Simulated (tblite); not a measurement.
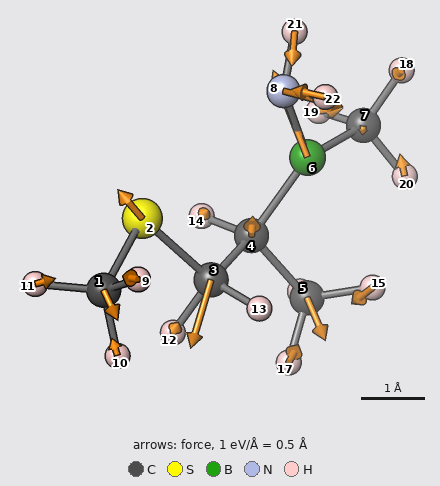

Starting geometry of C5H14BNS with the computed forces as orange arrows. Style: ball-and-stick. Shown from a free direction.

The calculation used tblite 0.8.0, GFN2-xTB geometry optimisation, gas phase. 

> Is this structure relaxed? If not, where do the atoms go?

It isn't relaxed: the largest force vector, on the B atom, is 3.02 eV/Å. The final displacements follow the starting forces only in part (cosine between the two patterns 0.32). Over 104 geometry steps the energy falls by 42.6 kcal/mol. The largest move after the best rigid fit is that of an H atom, 1.20 Å. By element the largest moves are H 1.20 Å, N 0.26 Å, B 0.23 Å, S 0.23 Å, C 0.19 Å. Some distances before and after: B–N 1.523 → 1.379 Å, C–C 1.479 → 1.530 Å, H–N 1.053 → 1.006 Å, C–S 1.784 → 1.830 Å. Among the angles between lasting bonds that change: B–N–H 107.0° → 123.6°, B–N–H 107.4° → 123.3°, C–S–C 105.5° → 98.6°. Groups turn about C–S by about 45°, C–C by about 40°.
